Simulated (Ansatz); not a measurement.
# Cl$_{2}$H$_{3}$O$_{2}$Si···H$_{3}$Si: what the fields show

Input

```
crystal:
  periodic: [false, false, false]
  atoms:
    - {symbol: Si, position_ang: [-0.322758, 0.290209, -0.836416]}
    - {symbol: Si, position_ang: [0.362643, -1.166468, 1.309691]}
    - {symbol: Cl, position_ang: [0.119017, -0.747310, -2.539887]}
    - {symbol: Cl, position_ang: [-2.168857, -0.667895, -0.334176]}
    - {symbol: O, position_ang: [-0.934217, 1.810422, -0.942637]}
    - {symbol: H, position_ang: [1.030001, 0.205894, 0.342250]}
    - {symbol: O, position_ang: [1.330718, 0.979858, -0.607119]}
    - {symbol: H, position_ang: [1.710376, -1.203543, 1.958423]}
    - {symbol: H, position_ang: [0.101931, -2.490927, 0.705563]}
    - {symbol: H, position_ang: [-0.638002, -0.792486, 2.334585]}
    - {symbol: H, position_ang: [-1.893444, 1.851048, -0.954403]}
    - {symbol: H, position_ang: [1.302593, 1.931298, -0.435873]}
basis:
  gaussian: {orbitals: def2-TZVPP}
hamiltonian: {xc: pbe0, dispersion: d4}
output: {orbitals: {seedname: orbitals}}
```

Command:

```sh
ansatz run in.yaml --threads 4 --pin off --events-out ev --progress --plain --max-ram 66560MiB --backend cuda --devices 0, --max-vram 37GiB
```

A transition-state structure; geometry: PBE0-D4/def2-TZVP.

Computed with RKS PBE0-D4/def2-TZVPP (Ansatz 0.2.0).

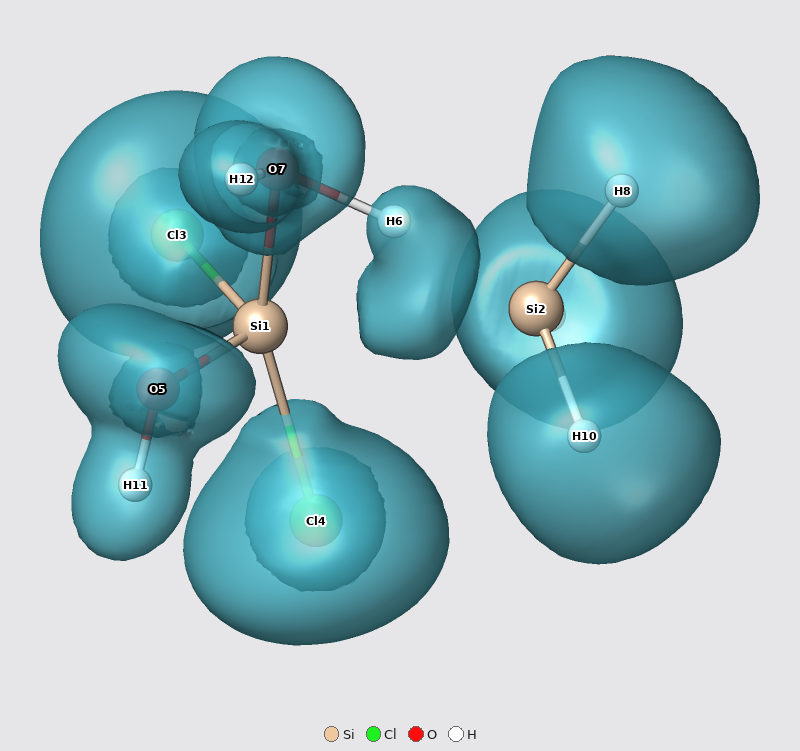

Figure 1. Isosurface of the ELF at 0.75 (cyan), seen at a tilt. Only the valence region is drawn (cores and ρ < 0.01 e/Å³ removed).

Q: Describe the localisation domains.

A: The ELF exceeds this value in three regions around hydrogen nuclei, two regions on Cl in which the atom's valence shell and bonds are merged, two joined regions spread over several atoms (H, O), in which their bonds and any lone pairs are merged and one joined region spread over several atoms (H, Si), in which their bonds and any lone pairs are merged. Along the contacts the grid gives the following. Si2···H6 (1.81 Å): the ELF climbs to about 1 towards the hydrogen, as it does in any bond to H. O7···H6 (1.26 Å): the ELF climbs to about 0.95 towards the hydrogen.

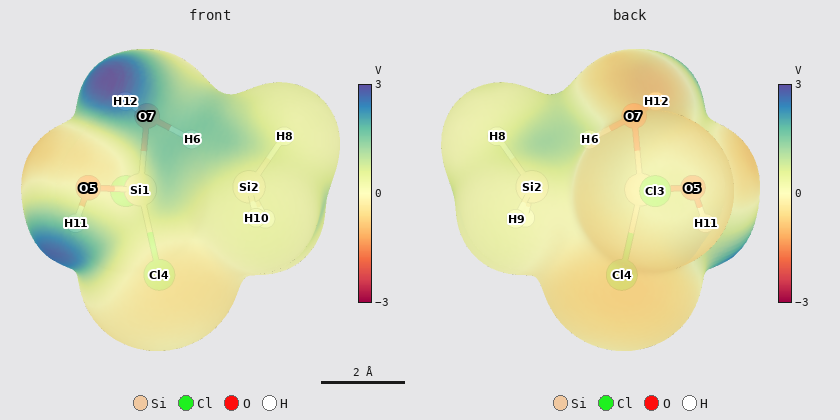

Figure 2. The electrostatic potential painted on the density surface at 0.002 e/bohr³, seen from the front and from behind; red is negative and blue positive.

Q: Describe the electrostatic potential map.

A: The most negative region (about −0.8 V) lies over O7, the most positive (about +2.9 V) over H12.

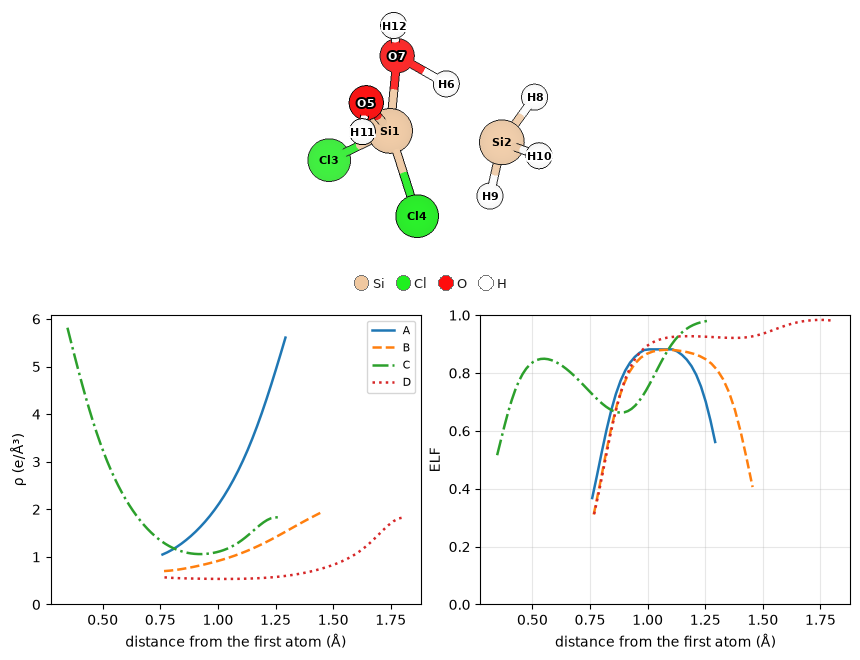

Figure 3. Electron density and electron localisation function along straight lines between neighbouring atoms. The curves leave out the atomic cores. The structure is drawn too.

Q: Which curve belongs to which contact (O–H, Si–Cl, Si–H and Si–O)? The first atom named is at distance zero.

A: Curve A: Si–O (1.64 Å): ρ at the midpoint is about 1.2 e/Å³; the ELF peaks at about 0.90 between the atoms: a polar covalent bond. Curve B: Si–Cl (2.04 Å): ρ at the midpoint is about 0.95 e/Å³; the ELF peaks at about 0.90 between the atoms (a shared but strongly polarised pair). Curve C: O7···H6 (1.26 Å): the density falls to about 1.1 e/Å³ on the way; the ELF climbs to about 0.95 towards the hydrogen. Curve D: Si2···H6 (1.81 Å): the density falls to about 0.54 e/Å³ on the way; the ELF climbs to about 1 towards the hydrogen.

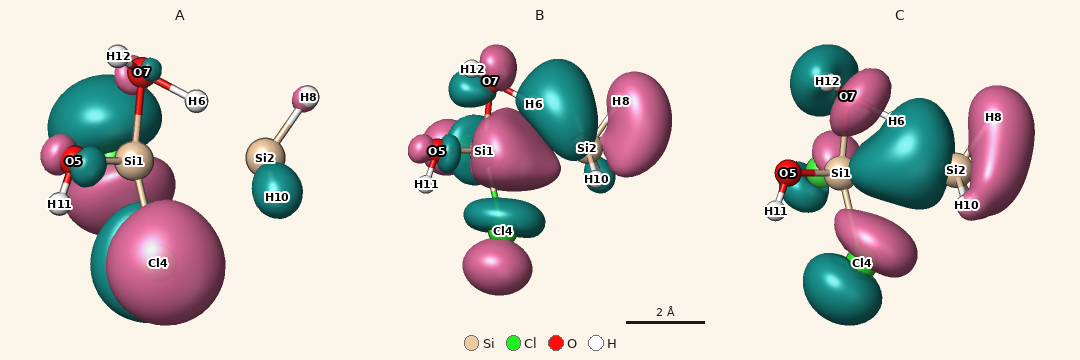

Figure 4. Three frontier orbitals at ±0.08 Å⁻³ᐟ² (teal and pink are the two phases), in no order.

Q: Which picture is the HOMO−1, the HOMO and the LUMO?

A: A is the HOMO−1 (−8.67 eV). It lies mainly on Cl4 (about 50 %) and Cl3 (about 40 %); largely a combination of lone pairs on Cl4 and Cl3. C is the HOMO (−7.69 eV). By Hirshfeld shares it lies mainly on Si2 (about 25 %), O7 (about 20 %), Cl4 (about 15 %), Si1 (about 10 %) and H6 (about 10 %). B is the LUMO (−1.20 eV). It lies mainly on Si1 (about 30 %), Si2 (about 20 %), Cl4 (about 15 %), H6 (about 10 %), Cl3 (about 10 %) and H8 (about 5 %).

Q: What is the HOMO–LUMO gap?

A: 6.49 eV between the orbital energies.
